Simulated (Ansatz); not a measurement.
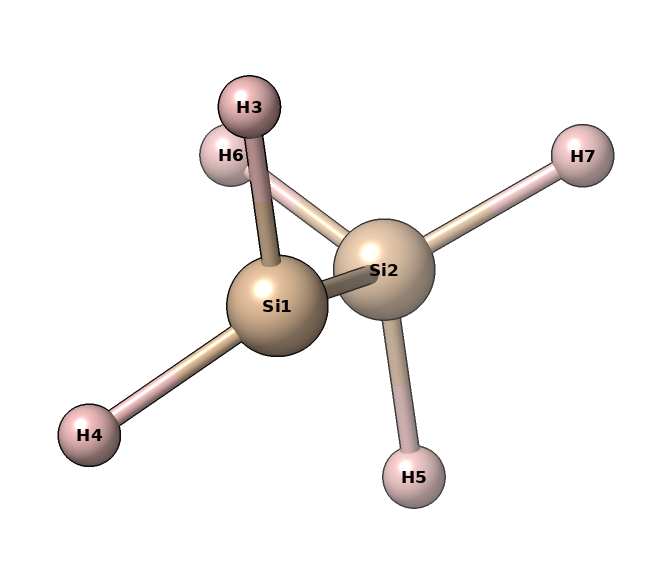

Si2 lies behind Si1. The molecule seen a little off the Si1–Si2 bond, Si1 in front. Distant atoms are faded towards the background colour. Charge 0, doublet. The computed structure is the end point of a PBE-D4/def2-SVP optimisation. No frequency run is at hand to confirm it as a minimum.

Q: What is the torsion angle H3–Si1–Si2–H5? The sign is positive where the front bond must turn clockwise to cover the back bond.

A: 178°, antiperiplanar (anti).
